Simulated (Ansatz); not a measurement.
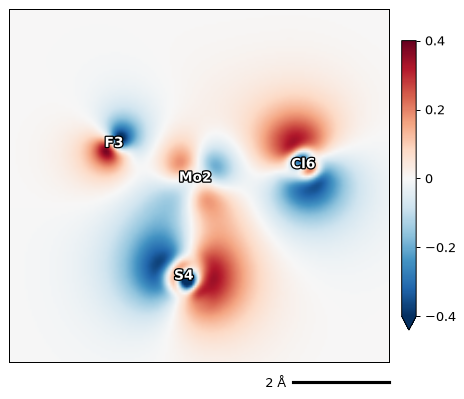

Figure 1: Cl2F2MoS. The HOMO−1 on the plane of atoms F3, Mo2 and S4 (values in Å⁻³ᐟ²; the overall sign is arbitrary).

Geometry: PBE0-D4/def2-TZVP; core potentials replace the inner electrons of Mo.

These are results of Ansatz 0.2.0, RKS PBE0-D4/def2-TZVPP, not measurements.

| atom | x (Å) | y (Å) | z (Å) |
| --- | --- | --- | --- |
| F | -0.1008 | -1.0649 | 1.5656 |
| Mo | 0.0176 | -0.0766 | 0.0134 |
| F | 1.6150 | -0.9760 | -0.1854 |
| S | -1.2945 | -0.9402 | -1.3163 |
| Cl | 0.9927 | 1.5864 | -1.1727 |
| Cl | -1.2300 | 1.4713 | 1.0954 |

Q: What is the character of this orbital?

A: It lies mainly on S4 (about 45 %), Cl5 (about 20 %), Cl6 (about 20 %) and Mo2 (about 10 %); largely a combination of lone pairs on S4, Cl5 and Cl6. Its energy is −9.32 eV.
